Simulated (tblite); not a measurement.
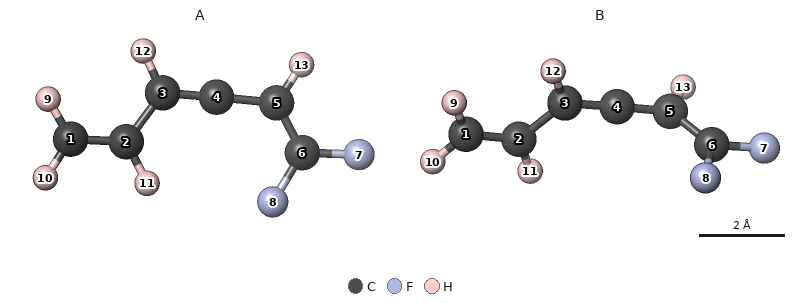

Two geometries of C₆H₅F₂ (multiplicity 2), drawn at one scale. One is the start of a relaxation, the other its converged end. The picture is a ball-and-stick view, seen face on.

All numbers below come from GFN2-xTB geometry optimisation, gas phase (tblite 0.8.0). 

> Which of the two is the end point?

Structure B is the relaxed one. After 117 geometry steps the energy has fallen by 21.0 kcal/mol. The largest move after the best rigid fit is that of F8, 1.58 Å. By element the largest moves are F 1.58 Å, H 1.29 Å, C 0.42 Å. Some distances before and after: C4–C5 1.434 → 1.343 Å, C5–C6 1.325 → 1.372 Å, C6–F8 1.358 → 1.332 Å, C2–H11 1.098 → 1.081 Å. Among the angles between lasting bonds that change: F7–C6–F8 119.4° → 110.9°, C5–C6–F8 121.2° → 125.6°, C5–C6–F7 119.4° → 123.6°. Cost: 0.62 s on 1 thread of Arm Neoverse V1 (shared host).
